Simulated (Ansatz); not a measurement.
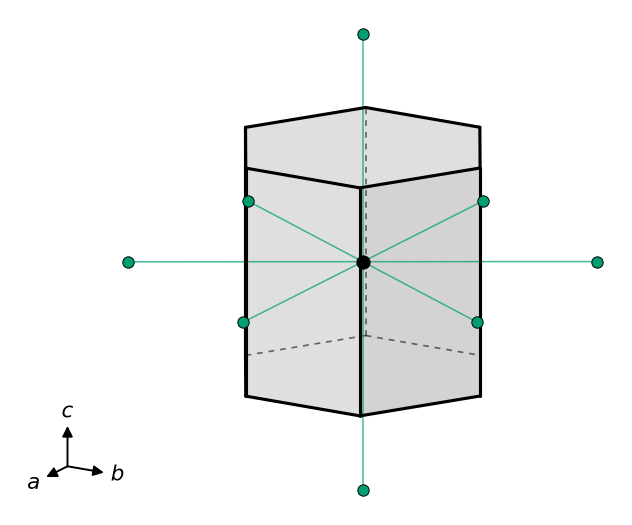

For Ga, the input geometry of an electronic-structure calculation (not necessarily at equilibrium): the Wigner–Seitz cell of the crystal's lattice, with lines to the lattice points that define its faces. The drawing is computed from the coordinates (standard cell, symmetry found to 0.002 Å).

a = 4.467 Å, b = 7.602 Å, c = 4.490 Å, α = 90.00°, β = 90.00°, γ = 90.00°; space group No. 64, Cmce.

> Which of Fedorov's five parallelohedra is it?

A hexagonal prism: 8 faces (6 with 4 edges, 2 with 6 edges), 18 edges, 12 vertices. Its volume is that of the primitive cell, 76.2 Å³.

> Which lattice vectors do the faces bisect?

```json
{"example": "1/2 a + 1/2 b", "length (Å)": "4.41", "faces": "4", "edges of each": "4", "area (Å²)": "11.6"}
{"example": "a", "length (Å)": "4.47", "faces": "2", "edges of each": "4", "area (Å²)": "11.2"}
{"example": "c", "length (Å)": "4.49", "faces": "2", "edges of each": "6", "area (Å²)": "17.0"}
```
